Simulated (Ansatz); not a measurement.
# C2HF2 (SMILES [CH]=C(F)F) at UBLYP/aug-cc-pVDZ

Aim: the electronic atomisation energy of C2HF2 at UBLYP/aug-cc-pVDZ, from 4 runs. 

Program for the calculation: Ansatz 0.2.0.

39 further runs of the same task are left out: 39 set aside as unsound or not needed.

## Step 1: The system as given

C2HF2 has 5 atoms, charge 0, and is taken as a doublet. As SMILES, `[CH]=C(F)F`. The coordinates come from a PBE0-D4/def2-TZVP relaxation.

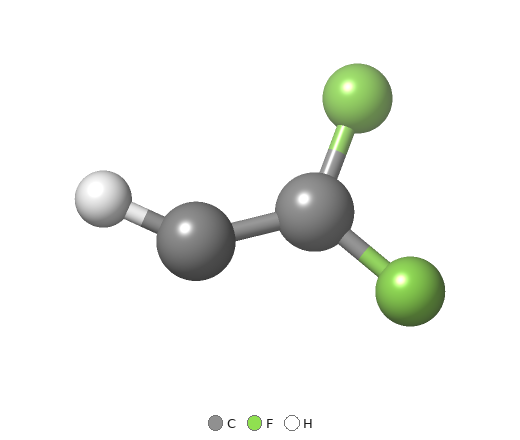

The structure, seen from a chosen angle (carbon grey, fluorine green, hydrogen white).

## Step 2: The energy at UBLYP/aug-cc-pVDZ

molecule.yaml

```yaml
crystal:
  periodic: [false, false, false]
  atoms:
    - symbol: C
      position_ang: [-0.028200, 0.912700, -0.014900]
    - symbol: C
      position_ang: [0.163600, -0.366100, 0.124600]
    - symbol: F
      position_ang: [1.043800, -0.911700, 0.932500]
    - symbol: F
      position_ang: [-0.492600, -1.313200, -0.520300]
    - symbol: H
      position_ang: [-0.636600, 1.604500, -0.563400]
basis:
  gaussian:
    orbitals: aug-cc-pVDZ
magnetization:
  spin_polarized: true
  initial_magnetization: 1
hamiltonian:
  xc: {name: BLYP}
accuracy: high
output: {orbitals: {seedname: orbitals}}
```

Started as:

```
ansatz run molecule.yaml --threads 1 --pin off --max-ram 3480MiB --events-out events.jsonl --progress --plain --runs-dir runs
```

Log:

```text
Warning: RAYON_NUM_THREADS=1 ignored (pool sized by the plan → 1); use --threads N
Functional definition: BLYP
  name "BLYP"
  parameter beta = 0.0042
  parameter a = 0.04918
  parameter b = 0.132
  parameter c = 0.2533
  parameter d = 0.349
  exchange = b88_x(beta = beta)
  correlation = lyp_c(a = a, b = b, c = c, d = d)
1989 factors; integrals over basis functions are off by at most 2.4e-9 eV
mean field evaluation 1: about -7514.8493 eV, gradient 3.3e1 eV
mean field evaluation 2: about -7507.6012 eV, gradient 4.5e1 eV
mean field evaluation 4: about -7520.3252 eV, gradient 2.9e0 eV
mean field evaluation 8: about -7520.3517 eV, gradient 3.2e-1 eV
mean field evaluation 16: about -7520.3523 eV, gradient 2.1e-4 eV
mean field -7520.35231537 eV, -276.3678501120 hartree, gradient 4.6e-8 eV, S^2 0.755544; 1 other end points of the search recorded, 0 dependent functions left out
reference -7520.35236693 eV, -276.3678520069 hartree; 16, 15 occupied and 85, 86 virtual orbitals, 1989 factors
Total energy: -7520.35236693 eV, -276.3678520069 hartree
```

It took 10 s on 1 thread of Arm Neoverse V2, shared host; peak memory 0.29 GiB.

## Step 3: The C atom, same level

job.yaml

```yaml
crystal:
  periodic: [false, false, false]
  atoms:
    - {symbol: C, position_ang: [0.000000, 0.000000, 0.000000]}
basis:
  gaussian:
    orbitals: aug-cc-pVDZ
hamiltonian:
  xc: {name: BLYP}
accuracy: high
magnetization:
  spin_polarized: true
  initial_magnetization: 2
```

Started as:

```
ansatz run job.yaml --threads 1 --pin off --max-ram 3480MiB --events-out events.jsonl --progress --plain --runs-dir runs
```

Log, cut to the lines that bear on the results:

```text
Warning: RAYON_NUM_THREADS=1 ignored (pool sized by the plan → 1); use --threads N
[... 9 set-up lines as earlier in the session ...]
195 factors; integrals over basis functions are off by at most 2.5e-9 eV
mean field evaluation 1: about -1029.3911 eV, gradient 6.4e0 eV
mean field evaluation 2: about -1029.5147 eV, gradient 4.9e0 eV
mean field evaluation 4: about -1029.7020 eV, gradient 2.4e-1 eV
mean field evaluation 8: about -1029.7019 eV, gradient 1.7e-4 eV
mean field evaluation 16: about -1029.6047 eV, gradient 3.7e0 eV
mean field evaluation 32: about -1029.7019 eV, gradient 6.8e-9 eV
mean field -1029.70191184 eV, -37.8408473032 hartree, gradient 1.6e-9 eV, S^2 2.003004; 3 other end points of the search recorded, 0 dependent functions left out
reference -1029.70194461 eV, -37.8408485072 hartree; 4, 2 occupied and 19, 21 virtual orbitals, 195 factors
Total energy: -1029.70194461 eV, -37.8408485072 hartree
```

Wall time 0.7 s (1 thread of Arm Neoverse V2, shared host).

## Step 4: The F atom

in.yaml

```yaml
crystal:
  periodic: [false, false, false]
  atoms:
    - {symbol: F, position_ang: [0.000000, 0.000000, 0.000000]}
basis:
  gaussian: {orbitals: aug-cc-pVDZ}
magnetization: {spin_polarized: true, initial_magnetization: 1}
hamiltonian: {xc: {name: BLYP}}
accuracy: high
```

Run the same way, it converges to -99.72978 Eh (log not shown).

## Step 5: The H atom at the same level

run.yaml

```yaml
crystal:
  periodic: [false, false, false]
  atoms:
    - {symbol: H, position_ang: [0.000000, 0.000000, 0.000000]}
basis:
  gaussian:
    orbitals: aug-cc-pVDZ
magnetization:
  spin_polarized: true
  initial_magnetization: 1
hamiltonian:
  xc: {name: BLYP}
accuracy: high
```

Run the same way, it converges to -0.49701 Eh (log not shown).

## Step 6: What came out

Level: UBLYP/aug-cc-pVDZ.

| quantity | value |
| --- | --- |
| molecule: total energy | -276.36785 Eh |
| molecule: HOMO energy (highest over α and β) | -6.45 eV |
| molecule: LUMO energy (lowest over α and β) | -4.49 eV |
| molecule: ⟨S²⟩ | 0.756 |
| C atom: total energy | -37.84085 Eh |
| C atom: ⟨S²⟩ | 2.003 |
| F atom: total energy | -99.72978 Eh |
| F atom: ⟨S²⟩ | 0.751 |
| H atom: total energy | -0.49701 Eh |
| H atom: ⟨S²⟩ | 0.750 |
| electronic atomisation energy | 19.853 eV |

What this shows: Taking the molecule apart into free atoms costs 19.85 eV (1916 kJ/mol), before zero-point energy and without spin-orbit coupling.
